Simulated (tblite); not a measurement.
# Geometry relaxation of C2H9ClFSi3 (part 4 of 4)

Continued. System: C2H9ClFSi3, multiplicity 2. Method: GFN2-xTB geometry optimisation, gas phase (tblite 0.8.0). It belongs to a series of runs on one base structure; here: H removed from Si.

Geometry of the input (Å):
```
C  -2.5165  0.0342  0.3885
C  -1.2525  -0.0855  -0.4448
F  -0.7530  1.1192  -0.8426
Si -0.0382  -1.0038  0.6094
Si 2.0635  -0.3892  0.3670
Si 2.2840  1.6116  -0.6108
Cl 3.2470  -1.8305  -0.6042
H  -2.2478  -0.1164  1.4622
H  -2.9284  1.0437  0.2475
H  -3.2706  -0.7531  0.1073
H  -1.5385  -0.7222  -1.3151
H  -0.2138  -2.4555  0.3393
H  -0.4531  -0.8062  2.0363
H  2.6474  -0.2495  1.7141
H  1.3238  2.5181  0.0382
H  3.6393  2.0941  -0.2363
```

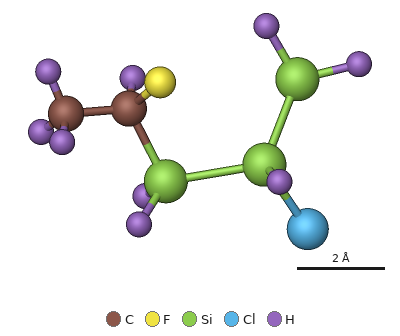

Figure 1. The geometry at step 220 of the log (ball-and-stick view, seen at a tilt).

## Trajectory as extended XYZ, continued
```
16
Properties=species:S:1:pos:R:3:forces:R:3 step=201 energy=-634.46907
C    -2.7048   -0.0988    0.4170    0.0040   0.0130  -0.0010
C    -1.2661    0.2114    0.0569   -0.0020   0.0030   0.0050
F    -0.8629    1.3589    0.7556    0.0030   0.0030  -0.0060
Si   -0.0300   -1.1983    0.4923    0.0000  -0.0030   0.0090
Si    2.0754   -0.2214    0.6344    0.0060  -0.0320  -0.0480
Si    2.5794    1.3598   -0.9373   -0.0190   0.0100   0.0130
Cl    3.4229   -1.7703    0.2766    0.0010   0.0260   0.0280
H    -2.7909   -0.2850    1.4854    0.0000  -0.0010  -0.0280
H    -3.3632    0.7282    0.1559    0.0000   0.0060   0.0090
H    -3.0221   -0.9865   -0.1229   -0.0020   0.0040   0.0120
H    -1.2019    0.5002   -0.9988    0.0060  -0.0080   0.0080
H    -0.2485   -2.2180   -0.5432    0.0020  -0.0010   0.0050
H    -0.5294   -1.7911    1.7433   -0.0060  -0.0120  -0.0130
H     2.3478    0.0423    2.0641    0.0090  -0.0060   0.0180
H     1.6537    2.4794   -1.1158    0.0010  -0.0030   0.0030
H     3.9330    1.8983   -1.1074   -0.0030   0.0020  -0.0140
16
Properties=species:S:1:pos:R:3:forces:R:3 step=206 energy=-634.47017
C    -2.7044   -0.0929    0.4406    0.0010   0.0020   0.0010
C    -1.2685    0.2120    0.0646   -0.0030   0.0140  -0.0010
F    -0.8524    1.3566    0.7610    0.0030  -0.0100  -0.0030
Si   -0.0290   -1.2059    0.4642    0.0040   0.0160  -0.0080
Si    2.0688   -0.2185    0.6345   -0.0100   0.0130   0.0130
Si    2.5907    1.3413   -0.9530   -0.0030   0.0080   0.0080
Cl    3.4432   -1.7538    0.3648    0.0210  -0.0150  -0.0060
H    -2.7805   -0.2817    1.5088    0.0130  -0.0010  -0.0060
H    -3.3636    0.7374    0.1907    0.0140  -0.0060  -0.0020
H    -3.0306   -0.9796   -0.0959   -0.0060   0.0140   0.0000
H    -1.2160    0.5037   -0.9906   -0.0020   0.0030  -0.0070
H    -0.2275   -2.1858   -0.6116   -0.0070  -0.0170  -0.0100
H    -0.5426   -1.8513    1.6807   -0.0050  -0.0200   0.0200
H     2.3054    0.0820    2.0640   -0.0070   0.0060   0.0120
H     1.6588    2.4481   -1.1715   -0.0100  -0.0020   0.0030
H     3.9406    1.8973   -1.0953   -0.0020  -0.0040  -0.0140
16
Properties=species:S:1:pos:R:3:forces:R:3 step=211 energy=-634.47127
C    -2.6921   -0.0843    0.4513   -0.0060   0.0110  -0.0020
C    -1.2591    0.2149    0.0621    0.0170  -0.0210  -0.0080
F    -0.8292    1.3502    0.7642    0.0050   0.0100   0.0090
Si   -0.0286   -1.2155    0.4465    0.0160  -0.0180   0.0030
Si    2.0625   -0.2181    0.6478   -0.0060   0.0120  -0.0340
Si    2.5835    1.3332   -0.9495   -0.0020  -0.0440   0.0090
Cl    3.4622   -1.7382    0.4099    0.0010   0.0010   0.0030
H    -2.7540   -0.2890    1.5179    0.0030  -0.0120  -0.0250
H    -3.3444    0.7571    0.2256   -0.0130   0.0180  -0.0080
H    -3.0373   -0.9565   -0.0975    0.0120   0.0150   0.0190
H    -1.2107    0.5158   -0.9913   -0.0190  -0.0140   0.0110
H    -0.2251   -2.1822   -0.6427   -0.0040  -0.0010  -0.0040
H    -0.5485   -1.8836    1.6508    0.0020   0.0060  -0.0100
H     2.2641    0.0950    2.0782    0.0110   0.0090   0.0370
H     1.6245    2.4033   -1.2185   -0.0070   0.0220   0.0060
H     3.9247    1.9070   -1.0988   -0.0100   0.0070  -0.0060
16
Properties=species:S:1:pos:R:3:forces:R:3 step=216 energy=-634.47209
C    -2.6863   -0.0732    0.4474    0.0060   0.0040  -0.0020
C    -1.2482    0.2098    0.0646   -0.0120   0.0230   0.0080
F    -0.8159    1.3473    0.7646    0.0130  -0.0190  -0.0080
Si   -0.0239   -1.2256    0.4540   -0.0080   0.0210  -0.0090
Si    2.0638   -0.2201    0.6562   -0.0100  -0.0090   0.0140
Si    2.5638    1.3247   -0.9507   -0.0130   0.0010  -0.0140
Cl    3.4704   -1.7337    0.4165    0.0050  -0.0010   0.0040
H    -2.7503   -0.2999    1.5084   -0.0170   0.0040   0.0160
H    -3.3253    0.7832    0.2368    0.0100  -0.0010   0.0040
H    -3.0459   -0.9289   -0.1162    0.0070  -0.0100  -0.0090
H    -1.1970    0.5064   -0.9892    0.0040   0.0000  -0.0060
H    -0.2238   -2.1814   -0.6431    0.0050  -0.0220  -0.0120
H    -0.5523   -1.8989    1.6504    0.0010   0.0020   0.0040
H     2.2690    0.0968    2.0876    0.0020   0.0010   0.0050
H     1.5974    2.3888   -1.2231   -0.0040   0.0030   0.0110
H     3.8966    1.9139   -1.1081    0.0090   0.0050  -0.0070
16
Properties=species:S:1:pos:R:3:forces:R:3 step=220 energy=-634.47258
C    -2.6798   -0.0637    0.4363    0.0000   0.0000   0.0030
C    -1.2373    0.2097    0.0630    0.0000  -0.0120  -0.0050
F    -0.7997    1.3440    0.7635    0.0040   0.0010   0.0020
Si   -0.0231   -1.2304    0.4651    0.0020  -0.0030  -0.0080
Si    2.0675   -0.2308    0.6611    0.0150   0.0060  -0.0030
Si    2.5397    1.3251   -0.9451    0.0030  -0.0210  -0.0040
Cl    3.4775   -1.7378    0.3981   -0.0020   0.0010   0.0040
H    -2.7580   -0.3015    1.4943    0.0140   0.0070   0.0030
H    -3.3062    0.8026    0.2318   -0.0140   0.0110  -0.0100
H    -3.0453   -0.9091   -0.1394    0.0100   0.0000  -0.0080
H    -1.1760    0.5034   -0.9918   -0.0090  -0.0010   0.0150
H    -0.2263   -2.2019   -0.6186    0.0010  -0.0040   0.0000
H    -0.5527   -1.8832    1.6719   -0.0050  -0.0040   0.0060
H     2.2906    0.0787    2.0916   -0.0070  -0.0020   0.0020
H     1.5570    2.3767   -1.2018   -0.0090   0.0190   0.0060
H     3.8645    1.9272   -1.1239   -0.0020   0.0020  -0.0030
16
Properties=species:S:1:pos:R:3:forces:R:3 step=225 energy=-634.47304
C    -2.6756   -0.0580    0.4292    0.0030   0.0000  -0.0080
C    -1.2296    0.2082    0.0659    0.0030   0.0140   0.0000
F    -0.7863    1.3370    0.7729   -0.0100   0.0010   0.0010
Si   -0.0227   -1.2373    0.4690    0.0010   0.0050   0.0110
Si    2.0679   -0.2349    0.6602   -0.0030  -0.0080   0.0030
Si    2.5223    1.3235   -0.9477    0.0020   0.0050  -0.0050
Cl    3.4818   -1.7353    0.3886    0.0050  -0.0050   0.0030
H    -2.7620   -0.2857    1.4885    0.0020   0.0110   0.0100
H    -3.3019    0.8051    0.2074    0.0070  -0.0100   0.0080
H    -3.0316   -0.9104   -0.1417   -0.0120  -0.0040  -0.0060
H    -1.1636    0.5069   -0.9865    0.0070  -0.0010  -0.0100
H    -0.2337   -2.2126   -0.6093    0.0000  -0.0090   0.0000
H    -0.5523   -1.8770    1.6834   -0.0020  -0.0080  -0.0080
H     2.2903    0.0685    2.0922   -0.0010   0.0010   0.0010
H     1.5438    2.3861   -1.1771   -0.0090   0.0080   0.0040
H     3.8457    1.9249   -1.1389    0.0080  -0.0010  -0.0060
16
Properties=species:S:1:pos:R:3:forces:R:3 step=230 energy=-634.47329
C    -2.6731   -0.0564    0.4166    0.0060   0.0020   0.0040
C    -1.2239    0.2089    0.0650   -0.0010  -0.0150  -0.0010
F    -0.7867    1.3389    0.7723   -0.0030   0.0090   0.0040
Si   -0.0230   -1.2377    0.4851   -0.0070  -0.0080  -0.0130
Si    2.0728   -0.2421    0.6565   -0.0030   0.0020   0.0010
Si    2.5067    1.3304   -0.9452    0.0010  -0.0080   0.0070
Cl    3.4840   -1.7409    0.3634   -0.0020   0.0010  -0.0010
H    -2.7684   -0.2797    1.4762    0.0040  -0.0040   0.0020
H    -3.2974    0.8060    0.1894   -0.0010   0.0100  -0.0070
H    -3.0257   -0.9091   -0.1562   -0.0070  -0.0060   0.0050
H    -1.1481    0.5032   -0.9881    0.0060   0.0010  -0.0050
H    -0.2446   -2.2293   -0.5776    0.0070   0.0090   0.0030
H    -0.5551   -1.8630    1.7056    0.0000   0.0010   0.0050
H     2.3107    0.0537    2.0876   -0.0010   0.0000   0.0010
H     1.5327    2.4044   -1.1376   -0.0060   0.0060   0.0020
H     3.8316    1.9215   -1.1569    0.0070   0.0000  -0.0070
16
Properties=species:S:1:pos:R:3:forces:R:3 step=235 energy=-634.47369
C    -2.6744   -0.0583    0.4185   -0.0030   0.0000   0.0000
C    -1.2269    0.2017    0.0559   -0.0040   0.0150  -0.0070
F    -0.7865    1.3383    0.7522   -0.0030  -0.0020   0.0090
Si   -0.0229   -1.2406    0.4784   -0.0040  -0.0120   0.0170
Si    2.0669   -0.2348    0.6634    0.0000  -0.0050   0.0040
Si    2.5016    1.3373   -0.9367   -0.0030   0.0100  -0.0050
Cl    3.4860   -1.7261    0.3706    0.0000  -0.0020   0.0000
H    -2.7612   -0.2652    1.4824   -0.0030   0.0060  -0.0020
H    -3.3001    0.8009    0.1808    0.0100  -0.0030   0.0060
H    -3.0337   -0.9206   -0.1361    0.0130   0.0030  -0.0020
H    -1.1531    0.4899   -0.9991   -0.0130  -0.0100  -0.0100
H    -0.2370   -2.2304   -0.5865    0.0050   0.0000  -0.0010
H    -0.5552   -1.8691    1.6981    0.0000   0.0020  -0.0080
H     2.2973    0.0583    2.0965   -0.0010  -0.0020   0.0010
H     1.5542    2.4412   -1.0926    0.0030  -0.0020   0.0000
H     3.8373    1.8865   -1.1896    0.0030   0.0030  -0.0030
16
Properties=species:S:1:pos:R:3:forces:R:3 step=240 energy=-634.47385
C    -2.6743   -0.0579    0.4229    0.0050   0.0010  -0.0020
C    -1.2294    0.1985    0.0486    0.0030  -0.0010   0.0060
F    -0.7851    1.3404    0.7332    0.0040   0.0060   0.0000
Si   -0.0236   -1.2416    0.4773    0.0040   0.0020  -0.0030
Si    2.0649   -0.2328    0.6666   -0.0030   0.0010  -0.0010
Si    2.5019    1.3420   -0.9312    0.0010   0.0010  -0.0020
Cl    3.4836   -1.7246    0.3739    0.0010   0.0000   0.0000
H    -2.7552   -0.2578    1.4883    0.0000  -0.0010   0.0060
H    -3.2995    0.8011    0.1846   -0.0030   0.0010  -0.0030
H    -3.0356   -0.9229   -0.1252   -0.0060  -0.0050  -0.0030
H    -1.1641    0.4761   -1.0098   -0.0010   0.0000  -0.0040
H    -0.2250   -2.2312   -0.5904   -0.0010   0.0000  -0.0010
H    -0.5627   -1.8737    1.6914    0.0000   0.0000   0.0020
H     2.2931    0.0587    2.1004    0.0000  -0.0020   0.0020
H     1.5633    2.4541   -1.0784   -0.0020  -0.0010   0.0010
H     3.8400    1.8807   -1.1962   -0.0010  -0.0010   0.0010
```

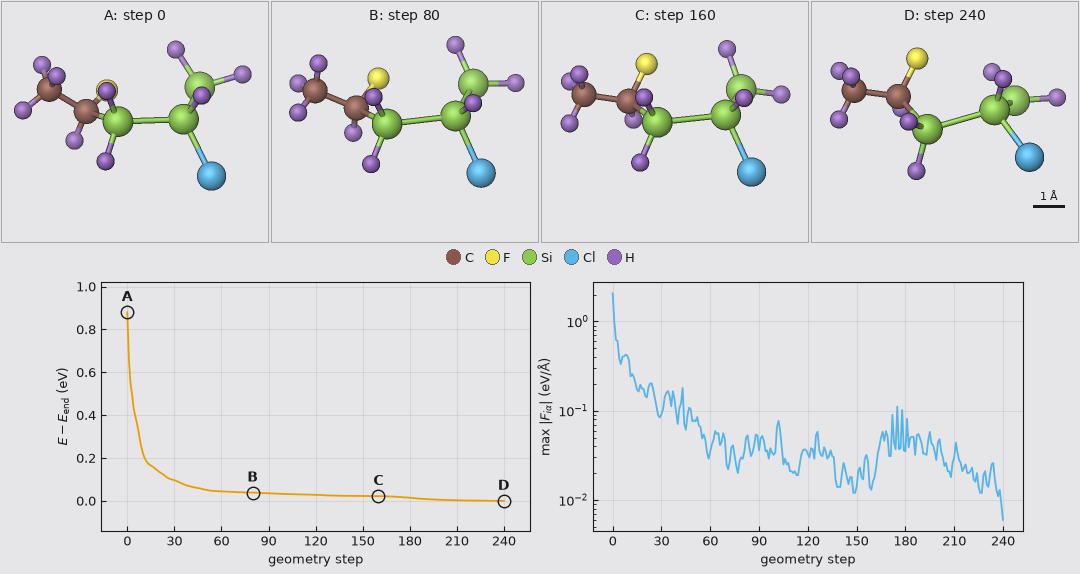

Figure 2. Frames of the relaxation (ball-and-stick view, seen at a tilt) above the curves, on which the letters mark them (steps are counted from 0).

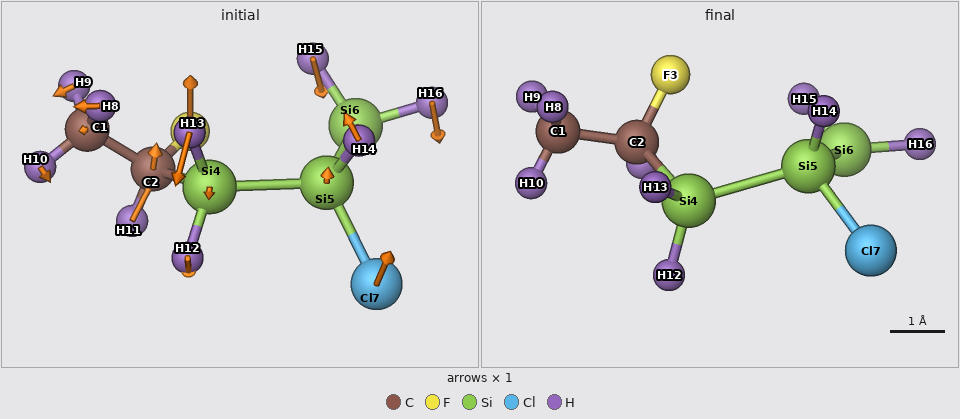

Figure 3. Before (left) and after (right) the relaxation, at one scale (ball-and-stick view, seen at a tilt). The orange arrows give the displacements, at true length. The energy falls by 0.881 eV in 240 geometry steps. Largest force component: 2.1 eV/Å at the start, 0.006 eV/Å at the end. The atom that moves furthest after the best rigid fit is F3 (1.57 Å). By element the largest moves are F 1.57 Å, H 1.26 Å, Cl 1.03 Å, C 0.57 Å, Si 0.50 Å. Among the contacts that change: Si4–Si5 2.203 → 2.327 Å, C2–Si4 1.852 → 1.927 Å, Si5–Si6 2.238 → 2.286 Å, C2–F3 1.363 → 1.404 Å. Among the angles that change: Si5–Si6–H16 105.7° → 123.6°, Si6–Si5–H14 106.0° → 120.8°, Si5–Si6–H15 107.1° → 118.1°. (Atoms are counted from 1 in the order of the input.)

## Results in brief

- outcome: converged
- total energy: −634.4739 eV
- hardware: 1 CPU thread, shared host
- wall time: 2.1 s
- peak memory: 0.18 GiB
